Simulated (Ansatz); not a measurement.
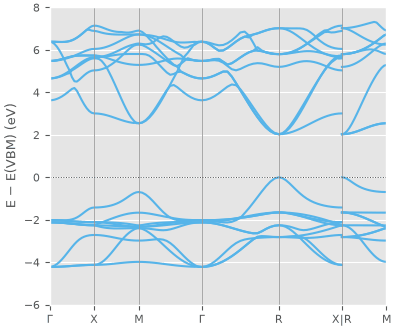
Fig. 1. Band structure from r²SCAN (plane waves, PAW; program Ansatz)

Read off the gap and where the band edges lie.

About 2.0 eV (2.03 eV by a search for the band edges); maximum at R, minimum at R.

The material is CsPbBr₃ (cubic perovskite, Pm-3m).

This is a known high-temperature phase of the composition, computed here at zero pressure and temperature. The r²SCAN relaxation kept the symmetry of its start; of distortions, only those at the zone centre were tested. Spin–orbit coupling is left out wherever it is not named.

Potentials: the later of the program's two PAW sets.
